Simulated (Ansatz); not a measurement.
**A ladder of methods for CH7ClSi2 (SMILES [SiH3]C[SiH2]Cl)**

The species is CH7ClSi2 (11 atoms), meant as a singlet with charge 0. As SMILES, `[SiH3]C[SiH2]Cl`. The shape is that of a PBE0-D4/def2-TZVP optimisation. This is one conformer, not always the lowest.

```xyz
11

Si    1.0063    1.2856   -0.1829
C    -0.5704    0.2827   -0.3561
Si   -0.4998   -1.3974    0.4290
Cl   -2.2875   -2.3883    0.1587
H     0.8543    2.6107   -0.8388
H     1.3239    1.4976    1.2542
H     2.1433    0.5667   -0.8163
H    -1.3974    0.8443    0.0911
H    -0.7972    0.1627   -1.4208
H     0.5615   -2.2288   -0.1877
H    -0.2715   -1.2928    1.8902
```

Each level gives the HOMO–LUMO gap (eV). The values are calculated.

| level | kind | program | value (eV) |
| --- | --- | --- | --- |
| SVWN5/def2-SVP | LDA | Ansatz | 6.46 |
| PBE/def2-SVP | GGA | Ansatz | 6.64 |
| revPBE/def2-SVP | GGA | Ansatz | 6.73 |
| r2SCAN/def2-SVP | meta-GGA | Ansatz | 7.30 |
| B3LYP/def2-SVP | global hybrid | Ansatz | 8.43 |
| BHLYP/def2-SVP | global hybrid | Ansatz | 11.08 |
| PBE0/def2-SVP | global hybrid | Ansatz | 8.87 |
| wB97X/def2-SVP | range-separated hybrid | Ansatz | 13.31 |

The values span 6.46 to 13.31 eV. Orbital gaps aren't excitation energies; they tend to grow with the share of exact exchange.

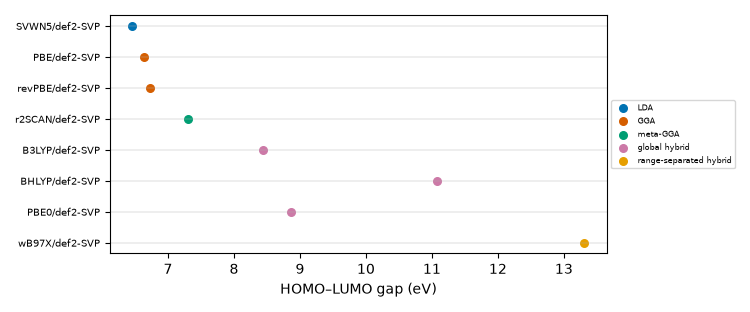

The values of the table, level by level.
